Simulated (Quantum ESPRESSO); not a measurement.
# Simulated XPS, UPS and emission spectra of MoSi2, part 8 of 14

What would valence photoemission of MoSi2 look like, and what sets its shape?

Quantum ESPRESSO 7.5; DFT, PBE, plane waves, ultrasoft GBRV pseudopotentials, scalar-relativistic (the session's first sound run).

So far. Step 6 (With spin–orbit coupling: self-consistent run): The run ends at a pressure of 2.45 GPa, with forces up to 0.27 eV/Å. Step 8 (With PBEsol: self-consistent run): The run ends at a pressure of -2.93 GPa, with forces up to 0.33 eV/Å.

The database entry behind the starting cell is an old determination (1927), so it need not match the best structure at ambient conditions.

## Step 10: Projected DOS and spectra

Level of this step: DFT, PBEsol, plane waves, ultrasoft GBRV pseudopotentials, scalar-relativistic (Quantum ESPRESSO).

projwfc.x splits the states by atom and shell, which the spectra need, since each shell has its own cross section.

The input, projwfc.in:

```
&projwfc
  prefix = 'pes'
  outdir = './tmp'
  filpdos = 'pes'
  ngauss = 0
  degauss = 0.00735
  DeltaE = 0.05
  Emin = -20.04
  Emax = 27.96
/
```

Command:

```
$ OMP_NUM_THREADS=1 mpirun -n 4 projwfc.x -nk 4 -in projwfc.in > projwfc.out
```

Log:

```text
[banner, memory and clock lines left out]
Program PROJWFC v.7.5 starts

          URL

     ./tmp/pes.save/

     IMPORTANT: XC functional enforced from input :
     Exchange-correlation= PBESOL
                           (   1   4  10   8   0   0   0)
     Any further DFT definition will be discarded
     Please, verify this is what you really want

     G-vector sticks info

     negative rho (up, down):  1.342E-06 0.000E+00

     Gaussian broadening (read from input): ngauss,degauss=   0    0.007350

     Calling projwave ....

  Problem Sizes
  natomwfc =           21
  nbnd     =           21
  nkstot   =         1063
  npwx     =         1179
  nkb      =           54

     Atomic states used for projection
     (read from pseudopotential files):

     state #   1: atom   1 (Mo ), wfc  1 (l=0 m= 1)
     state #   2: atom   1 (Mo ), wfc  2 (l=1 m= 1)
     state #   3: atom   1 (Mo ), wfc  2 (l=1 m= 2)
     state #   4: atom   1 (Mo ), wfc  2 (l=1 m= 3)
     state #   5: atom   1 (Mo ), wfc  3 (l=2 m= 1)
     state #   6: atom   1 (Mo ), wfc  3 (l=2 m= 2)
     state #   7: atom   1 (Mo ), wfc  3 (l=2 m= 3)
     state #   8: atom   1 (Mo ), wfc  3 (l=2 m= 4)
     state #   9: atom   1 (Mo ), wfc  3 (l=2 m= 5)
     state #  10: atom   1 (Mo ), wfc  4 (l=0 m= 1)
     state #  11: atom   1 (Mo ), wfc  5 (l=1 m= 1)
     state #  12: atom   1 (Mo ), wfc  5 (l=1 m= 2)
     state #  13: atom   1 (Mo ), wfc  5 (l=1 m= 3)
     state #  14: atom   2 (Si ), wfc  1 (l=0 m= 1)
     state #  15: atom   2 (Si ), wfc  2 (l=1 m= 1)
     state #  16: atom   2 (Si ), wfc  2 (l=1 m= 2)
     state #  17: atom   2 (Si ), wfc  2 (l=1 m= 3)
     state #  18: atom   3 (Si ), wfc  1 (l=0 m= 1)
     state #  19: atom   3 (Si ), wfc  2 (l=1 m= 1)
     state #  20: atom   3 (Si ), wfc  2 (l=1 m= 2)
     state #  21: atom   3 (Si ), wfc  2 (l=1 m= 3)

 k =   0.0000000000  0.0000000000  0.0000000000
==== e(   1) =   -44.69823 eV ====
     psi = 0.969*[#   1]+0.009*[#  14]+0.009*[#  18]+0.009*[#  10]+0.002*[#  15]
          +0.002*[#  19]
    |psi|^2 = 1.000
==== e(   2) =   -18.88402 eV ====
     psi = 0.972*[#   2]+0.012*[#  15]+0.012*[#  19]+0.001*[#  11]+0.001*[#  14]
          +0.001*[#  18]
    |psi|^2 = 1.000
==== e(   3) =   -18.78229 eV ====
     psi = 0.490*[#   3]+0.490*[#   4]+0.005*[#  12]+0.005*[#  13]+0.002*[#  16]
          +0.002*[#  17]+0.002*[#  20]+0.002*[#  21]
    |psi|^2 = 1.000
==== e(   4) =   -18.78229 eV ====
     psi = 0.490*[#   3]+0.490*[#   4]+0.005*[#  12]+0.005*[#  13]+0.002*[#  16]
          +0.002*[#  17]+0.002*[#  20]+0.002*[#  21]
    |psi|^2 = 1.000
==== e(   5) =     2.51236 eV ====
     psi = 0.469*[#  10]+0.247*[#  14]+0.247*[#  18]+0.023*[#   1]+0.005*[#  15]
          +0.005*[#  19]+0.004*[#   5]
    |psi|^2 = 1.000
==== e(   6) =     9.61636 eV ====
     psi = 0.402*[#   5]+0.278*[#  15]+0.278*[#  19]+0.033*[#  10]+0.006*[#   1]

    |psi|^2 = 0.998
==== e(   7) =    12.50748 eV ====
     psi = 0.289*[#  14]+0.289*[#  18]+0.177*[#  11]+0.115*[#  15]+0.115*[#  19]
          +0.009*[#   2]
    |psi|^2 = 0.994
==== e(   8) =    12.91393 eV ====
     psi = 0.974*[#   8]
    |psi|^2 = 0.974
==== e(   9) =    13.31133 eV ====
     psi = 0.274*[#   6]+0.274*[#   7]+0.112*[#  16]+0.112*[#  17]+0.112*[#  20]
          +0.112*[#  21]
    |psi|^2 = 0.997
==== e(  10) =    13.31133 eV ====
     psi = 0.274*[#   6]+0.274*[#   7]+0.112*[#  16]+0.112*[#  17]+0.112*[#  20]
          +0.112*[#  21]
    |psi|^2 = 0.997
==== e(  11) =    16.38563 eV ====
     psi = 0.976*[#   9]
    |psi|^2 = 0.976
==== e(  12) =    19.04427 eV ====
     psi = 0.202*[#  14]+0.202*[#  18]+0.197*[#  11]+0.178*[#  15]+0.178*[#  19]
          +0.002*[#   2]
    |psi|^2 = 0.958
==== e(  13) =    19.05626 eV ====

    |psi|^2 = 0.000
==== e(  14) =    19.60131 eV ====
     psi = 0.166*[#  16]+0.166*[#  17]+0.166*[#  20]+0.166*[#  21]+0.139*[#  12]
          +0.139*[#  13]
    |psi|^2 = 0.942
==== e(  15) =    19.60131 eV ====
     psi = 0.166*[#  16]+0.166*[#  17]+0.166*[#  20]+0.166*[#  21]+0.139*[#  12]
          +0.139*[#  13]
    |psi|^2 = 0.942
==== e(  16) =    20.02229 eV ====
     psi = 0.576*[#   5]+0.179*[#  15]+0.179*[#  19]+0.015*[#  10]+0.006*[#  14]
          +0.006*[#  18]
    |psi|^2 = 0.962
[...]
psi = 0.222*[#   6]+0.222*[#   7]+0.131*[#  16]+0.131*[#  17]+0.131*[#  20]
          +0.131*[#  21]
[...]
psi = 0.222*[#   6]+0.222*[#   7]+0.131*[#  16]+0.131*[#  17]+0.131*[#  20]
          +0.131*[#  21]
[...]
psi = 0.440*[#  10]+0.219*[#  14]+0.219*[#  18]+0.017*[#  15]+0.017*[#  19]
          +0.002*[#   1]
[...]
psi = 0.025*[#   8]
[...]
psi = 0.021*[#   9]
[...]
k =   0.0590532191  0.0590532191  0.0000000000
[...]
+0.006*[#  10]+0.002*[#  15]+0.002*[#  19]+0.001*[#  16]+0.001*[#  17]
          +0.001*[#  20]+0.001*[#  21]
[...]
psi = 0.972*[#   2]+0.012*[#  15]+0.012*[#  19]+0.002*[#  11]
[...]
+0.002*[#  17]+0.002*[#  20]+0.002*[#  21]+0.001*[#  10]
[...]
+0.002*[#  17]+0.002*[#  20]+0.002*[#  21]
[...]
+0.019*[#  13]+0.005*[#  15]+0.005*[#  19]+0.004*[#   5]+0.004*[#  16]
          +0.004*[#  17]+0.004*[#  20]+0.004*[#  21]
[...]
+0.075*[#   6]+0.075*[#   7]+0.015*[#  16]+0.015*[#  17]+0.015*[#  20]
          +0.015*[#  21]+0.006*[#   2]
[...]
+0.001*[#  20]+0.001*[#  21]
[...]
+0.116*[#  21]
[...]
+0.099*[#  21]+0.061*[#  11]+0.042*[#  15]+0.042*[#  19]+0.034*[#  14]
          +0.034*[#  18]+0.004*[#   2]
[...]
+0.004*[#  12]+0.004*[#  13]+0.001*[#   5]
[...]
+0.050*[#   6]+0.050*[#   7]+0.006*[#  16]+0.006*[#  17]+0.006*[#  20]
          +0.006*[#  21]+0.002*[#   2]
[...]
+0.007*[#  21]
[...]
+0.082*[#  12]+0.082*[#  13]+0.056*[#  15]+0.056*[#  19]+0.043*[#   9]
          +0.004*[#  10]+0.002*[#  14]+0.002*[#  18]
[...]
+0.134*[#  13]+0.011*[#   8]
[...]
+0.040*[#  10]+0.039*[#  16]+0.039*[#  17]+0.039*[#  20]+0.039*[#  21]
          +0.015*[#  14]+0.015*[#  18]+0.009*[#   9]
[...]
+0.120*[#  21]
[...]
+0.123*[#  21]+0.036*[#  11]+0.026*[#  15]+0.026*[#  19]+0.010*[#  14]
          +0.010*[#  18]
[...]
+0.008*[#  21]+0.002*[#   2]
[...]
+0.008*[#  10]+0.006*[#  14]+0.006*[#  18]
[...]
+0.039*[#   9]+0.036*[#  14]+0.036*[#  18]
[...]
+0.011*[#  19]+0.007*[#   5]+0.002*[#   3]+0.002*[#   4]
[...]
+0.010*[#  20]+0.010*[#  21]+0.002*[#   3]+0.002*[#   4]
[...]
k =   0.1771596574  0.1771596574  0.0000000000
[...]
+0.001*[#  17]+0.001*[#  20]+0.001*[#  21]
[...]
+0.003*[#  17]+0.003*[#  20]+0.003*[#  21]+0.001*[#   8]
[...]
+0.001*[#  16]+0.001*[#  17]+0.001*[#  20]+0.001*[#  21]
[...]
+0.006*[#  13]+0.001*[#  15]+0.001*[#  19]
[...]
+0.008*[#  14]+0.008*[#  18]+0.004*[#  10]
[...]
+0.041*[#  17]+0.041*[#  20]+0.041*[#  21]+0.001*[#   1]
[...]
+0.015*[#  20]+0.015*[#  21]+0.003*[#   3]+0.003*[#   4]
[...]
k =   0.2362128765  0.2362128765  0.0000000000
[...]
+0.006*[#  20]+0.006*[#  21]+0.002*[#  10]
[...]
+0.002*[#  17]+0.002*[#  20]+0.002*[#  21]
[...]
+0.003*[#  17]+0.003*[#  20]+0.003*[#  21]+0.002*[#   8]
[...]
+0.004*[#  21]+0.003*[#   3]+0.003*[#   4]+0.002*[#   1]
[...]
+0.028*[#  21]+0.018*[#  15]+0.018*[#  19]+0.004*[#   1]
[...]
+0.037*[#  18]+0.030*[#   1]+0.027*[#  15]+0.027*[#  19]
[...]
+0.019*[#  20]+0.019*[#  21]+0.004*[#   3]+0.004*[#   4]
[...]
k =   0.2952660956  0.2952660956  0.0000000000
[...]
+0.004*[#  17]+0.004*[#  20]+0.004*[#  21]+0.002*[#   8]
[...]
+0.035*[#  20]+0.035*[#  21]+0.002*[#   3]+0.002*[#   4]
[...]
+0.002*[#  16]+0.002*[#  17]+0.002*[#  20]+0.002*[#  21]
[...]
+0.045*[#  19]+0.024*[#   1]+0.016*[#  12]+0.016*[#  13]
[...]
k =   0.3543193148  0.3543193148  0.0000000000
[...]
k =   0.4133725339  0.4133725339  0.0000000000
[...]
k =   0.4724257530  0.4724257530  0.0000000000
[...]
k =   0.5314789722  0.5314789722  0.0000000000
[...]
psi = 0.001*[#   6]+0.001*[#   7]
[...]
k =   0.5905321913  0.5905321913  0.0000000000
[...]
psi = 0.976*[#   2]+0.007*[#  11]+0.006*[#  15]+0.006*[#  19]
[...]
k =   0.6495854104  0.6495854104  0.0000000000
[...]
k =  -0.7086386295 -0.7086386295  0.0000000000
[...]
psi = 0.970*[#   1]+0.021*[#  10]+0.003*[#  15]+0.003*[#  19]
[...]
psi = 0.999*[#   8]
[...]
k =   0.0590532191  0.0000000000  0.0240389647
[...]
psi = 0.966*[#   8]+0.002*[#  12]+0.002*[#  13]
[...]
k =   0.1181064383  0.0590532191  0.0240389647
[...]
psi = 0.972*[#   2]+0.012*[#  15]+0.012*[#  19]+0.002*[#  11]
[...]
k =   0.1771596574  0.1181064383  0.0240389647
[...]
psi = 0.970*[#   2]+0.011*[#  15]+0.011*[#  19]+0.003*[#  11]
[...]
k =   0.2362128765  0.1771596574  0.0240389647
[...]
k =   0.2952660956  0.2362128765  0.0240389647
[...]
k =   0.3543193148  0.2952660956  0.0240389647
[...]
k =   0.4133725339  0.3543193148  0.0240389647
[...]
[... cut ...]
   6]+0.006*[#   7]
[...]
k =   0.0590532191  1.1810643826 -0.0240389647
[...]
+0.013*[#  20]+0.013*[#  21]+0.006*[#  15]+0.006*[#  19]
[...]
+0.007*[#  14]+0.007*[#  18]+0.003*[#   9]+0.002*[#   8]
[...]
+0.010*[#  18]+0.002*[#  11]+0.002*[#  12]+0.002*[#  13]
[...]
k =  -1.2991708208 -0.1771596574 -0.0240389647
[...]
+0.002*[#   3]+0.002*[#   4]+0.001*[#   9]
[...]
+0.001*[#   9]
[...]
+0.002*[#  14]+0.002*[#  18]+0.001*[#  11]
[...]
+0.003*[#  14]+0.003*[#  18]+0.002*[#   3]+0.002*[#   4]
[...]
+0.001*[#   1]
[...]
+0.006*[#  21]+0.003*[#   9]+0.002*[#  10]+0.001*[#   1]
[...]
+0.003*[#   8]+0.001*[#   6]+0.001*[#   7]
[...]
+0.003*[#  19]+0.002*[#   1]+0.001*[#  11]
[...]
+0.002*[#   8]
[...]
k =   0.0000000000  1.0629579443 -0.0000000000
[...]
+0.002*[#  17]+0.002*[#  20]+0.002*[#  21]
[...]
+0.022*[#  20]+0.022*[#  21]
[...]
+0.007*[#   4]+0.002*[#   8]
[...]
+0.002*[#   4]
[...]
+0.016*[#  12]+0.016*[#  13]
[...]
+0.008*[#  18]+0.002*[#   2]
[...]
+0.005*[#  21]
[...]
+0.002*[#  12]+0.002*[#  13]
[...]
+0.026*[#  12]+0.026*[#  13]
[...]
+0.004*[#  12]+0.004*[#  13]+0.003*[#  14]+0.003*[#  18]
[...]
+0.001*[#  18]
[...]
+0.006*[#  12]+0.006*[#  13]+0.002*[#   1]
[...]
+0.004*[#   7]
[...]
+0.101*[#  21]+0.090*[#   6]+0.090*[#   7]+0.033*[#  15]+0.033*[#  19]
          +0.006*[#  11]+0.002*[#   2]
[...]
psi = 0.101*[#  10]+0.029*[#  14]+0.029*[#  18]+0.022*[#   5]+0.016*[#  16]
          +0.016*[#  17]+0.016*[#  20]+0.016*[#  21]+0.012*[#   8]+0.010*[#  12]
          +0.010*[#  13]+0.007*[#  15]+0.007*[#  19]+0.005*[#   1]+0.001*[#   3]
          +0.001*[#   4]
[...]
==== e(  20) =    27.36866 eV ====
     psi = 0.044*[#  12]+0.044*[#  13]+0.035*[#   9]
    |psi|^2 = 0.127
==== e(  21) =    27.61371 eV ====
     psi = 0.010*[#  16]+0.010*[#  17]+0.010*[#  20]+0.010*[#  21]+0.004*[#   6]
          +0.004*[#   7]+0.002*[#  15]+0.002*[#  19]+0.001*[#  11]
    |psi|^2 = 0.055

 k =   0.0590532191  1.1220111634 -0.0000000000
==== e(   1) =   -44.69060 eV ====
     psi = 0.899*[#   1]+0.024*[#  15]+0.024*[#  19]+0.015*[#  12]+0.015*[#  13]
          +0.007*[#  10]+0.004*[#  16]+0.004*[#  17]+0.004*[#  20]+0.004*[#  21]

    |psi|^2 = 1.000
==== e(   2) =   -18.89334 eV ====
     psi = 0.969*[#   2]+0.005*[#  11]+0.004*[#  14]+0.004*[#  18]+0.003*[#  15]
          +0.003*[#  19]+0.003*[#  16]+0.003*[#  17]+0.003*[#  20]+0.003*[#  21]

    |psi|^2 = 1.000
==== e(   3) =   -18.87950 eV ====
     psi = 0.485*[#   3]+0.485*[#   4]+0.006*[#  15]+0.006*[#  19]+0.002*[#  16]
          +0.002*[#  17]+0.002*[#  20]+0.002*[#  21]+0.002*[#  10]+0.002*[#  14]
          +0.002*[#  18]+0.001*[#   8]+0.001*[#  12]+0.001*[#  13]
    |psi|^2 = 1.000
==== e(   4) =   -18.77883 eV ====
     psi = 0.485*[#   3]+0.485*[#   4]+0.009*[#  12]+0.009*[#  13]+0.003*[#  16]
          +0.003*[#  17]+0.003*[#  20]+0.003*[#  21]
    |psi|^2 = 1.000
==== e(   5) =     4.81949 eV ====
     psi = 0.462*[#  11]+0.152*[#  14]+0.152*[#  18]+0.054*[#  15]+0.054*[#  19]
          +0.025*[#   2]+0.018*[#   6]+0.018*[#   7]+0.016*[#  16]+0.016*[#  17]
          +0.016*[#  20]+0.016*[#  21]
    |psi|^2 = 0.999
==== e(   6) =     6.66364 eV ====
     psi = 0.166*[#  15]+0.166*[#  19]+0.155*[#  10]+0.125*[#  14]+0.125*[#  18]
          +0.072*[#  12]+0.072*[#  13]+0.066*[#   5]+0.036*[#   1]+0.005*[#   3]
          +0.005*[#   4]+0.001*[#   8]+0.001*[#   9]
    |psi|^2 = 0.999
```

Elapsed: 5.1 s, on 4 MPI ranks of Arm Neoverse V1, shared host; 23 s of CPU time.

Numbers from this step:

```yaml
share_of_occupied_states_in_no_projected_shell: 0.0071 of the occupied states in the window
dos_at_the_fermi_level: 0.2868 states/eV/cell
```

The DOS has structure finer than the step of the table below, so its rows give means over 5 eV, whole bins alone (the curve runs from -36.0 to 9.23 eV). Peaks (eV: height): total -34.9: 20.4, -2.2: 4.48, 2.1: 2.77; Mo 4d -2.2: 2.48, 2.1: 1.75; Si 3p -6.0: 0.895, -2.2: 1.43, 5.9: 0.754, 7.2: 0.785; Si 3s -9.0: 0.45, -8.5: 0.394, 2.3: 0.435, 4.4: 0.231; Mo 5p -11.3: 0.195, -2.1: 0.388, 7.2: 0.254, 8.5: 0.213.

DOS against E, zero at the Fermi level; means over each step; values in states/eV/cell:

```tsv
E (eV)	total	Mo 4d	Si 3p	Si 3s	Mo 5p	Mo 5s	Mo 4p
-20	0	0	0	0	0	0	0
-15	0.0325	2.0e-4	0.00320	0.0121	0.00762	0.00935	0
-10	0.640	0.0819	0.160	0.227	0.135	0.0341	0
-5	1.22	0.479	0.516	0.118	0.0568	0.0430	0
0	1.59	0.922	0.422	0.110	0.0850	0.0116	0
5	1.72	0.408	0.628	0.178	0.159	0.117	0
```

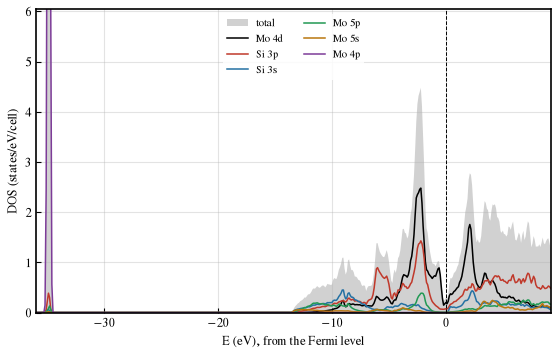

DOS, plotted against E. The peaks of deep states run off the scale.

Maxima picked by a test of local sharpness, so broad peaks and shoulders can be missing; peaks within 0.45 eV of a curve's cut are left out. Valence peaks, by row:

```tsv
photon energy (eV)	binding energy (eV)	height (% of the maximum within 13 eV)	main shell	its share (%)
21.2	5.198	14.2	Mo 4d	92.89
21.2	2.298	100	Mo 4d	97.95
21.2	0.7476	37.44	Mo 4d	99.31
60	34.85	94.4	Mo 4p	99.03
60	2.298	100	Mo 4d	72.93
100	34.85	108.2	Mo 4p	97.96
100	5.798	43.33	Si 3p	80.3
100	2.298	100	Si 3p	60.83
1487	34.85	302	Mo 4p	99.85
1487	5.148	18.34	Mo 4d	65.7
1487	2.298	100	Mo 4d	89.48
1487	0.7476	35.47	Mo 4d	95.77
5415	34.85	958.6	Mo 4p	99.91
5415	8.948	34.3	Si 3s	66.86
5415	5.098	23.87	Mo 4d	45.08
5415	2.348	100	Mo 4d	80.2
```

Spectra as before, but with a recipe of its own (widths, and in some runs the light), which changes peak heights and what is resolved: Gaussian 0.35 eV, Lorentzian 0.1 eV plus 0.05 times the binding energy, unpolarised light, analyser at 54.7°, Fermi edge at 77 K; some photon energies differ too.

Side by side:

```tsv
quantity	this run	base run	difference
DOS at the Fermi level (states/eV/cell)	0.2868	0.2829	0.00390
```

(Part 8 of 14 ends here.)

[Logs are printed without paths, hosts, clocks, repeated set-up lines and the standing remarks that a program may print on its own settings, such as how far it seeks lower states.]

[Hosts, paths, dates, database ids (printed as entryN), source tags and the programs' standing remarks are cut or masked in the printed files.]

[Maps of the electrostatic potential energy from Ansatz leave out the sawtooth potential of an applied field or a dipole correction, so their vacuum need not be flat; work functions include it.]

[Peak lists hold at most the 14 tallest peaks of each spectrum; further lines can be left out.]
